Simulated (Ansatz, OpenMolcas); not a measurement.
## How methods differ on GeHF3 (SMILES [F][GeH]([F])[F])

The species is GeHF3 (5 atoms), meant as a singlet with charge 0. As SMILES, `[F][GeH]([F])[F]`. Geometry: relaxed at PBE0-D4/def2-TZVP.

Each level gives the vertical electron affinity (to the doublet anion) (eV). The values are calculated.

The electron affinity is E(neutral) − E(anion): positive where the electron is bound.

| level | kind | program | value (eV) | less CCSD(T)/aug-cc-pVDZ | CPU time (all runs) |
| --- | --- | --- | --- | --- | --- |
| PBE/aug-cc-pVDZ | GGA | OpenMolcas | -0.43 | +0.54 | 2 min |
| TPSS/aug-cc-pVDZ | meta-GGA | OpenMolcas | -0.56 | +0.41 | 2.5 min |
| M06-2X/aug-cc-pVDZ | hybrid meta-GGA | OpenMolcas | -1.01 | -0.04 | 3.2 min |
| PBE0/aug-cc-pVDZ | global hybrid | Ansatz | -0.60 | +0.37 | 98 s |
| CAM-B3LYP/aug-cc-pVDZ | range-separated hybrid | Ansatz | -0.66 | +0.31 | 82 s |
| RPA@PBE/aug-cc-pVDZ | RPA | Ansatz | -0.66 | +0.31 | 1.7 min |
| CCSD(T)/aug-cc-pVDZ | coupled cluster or CI | Ansatz | -0.97 | 0.00 | 9.5 min |
| CCSD/aug-cc-pVDZ | coupled cluster or CI | Ansatz | -0.98 | -0.01 | 6.5 min |

Differences are taken from CCSD(T)/aug-cc-pVDZ for orientation; it has basis-set and higher-order errors of its own. All-electron rows without a relativistic Hamiltonian named are non-relativistic. Where it was recorded, the anion's HOMO is positive in PBE/aug-cc-pVDZ, TPSS/aug-cc-pVDZ, M06-2X/aug-cc-pVDZ, PBE0/aug-cc-pVDZ, CAM-B3LYP/aug-cc-pVDZ: a fault of the level (basis or self-interaction), which says nothing on whether the real anion is bound. The values span -1.01 to -0.43 eV. In the correlated wave-function rows the outer d shell of Ge is correlated, in sets not made for it. The second state's dipole differs much between rows, so they may not all be the same state. Negative values mean that the anion is unbound at that level; they are set by how diffuse the basis is and aren't properties of the molecule, whose anion may well be bound. Times are those of the runs behind each value, whatever else they computed, on shared processors of several kinds: orders of magnitude only.

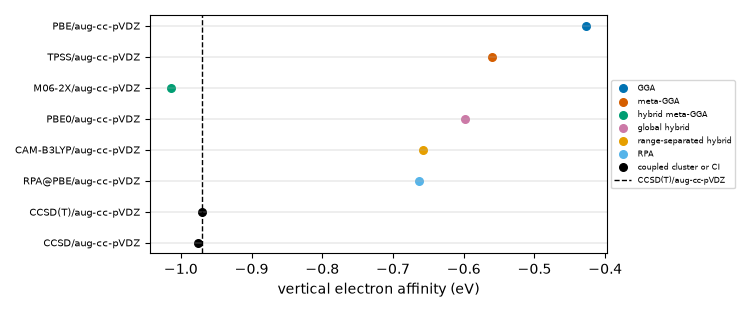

The values of the table, level by level.
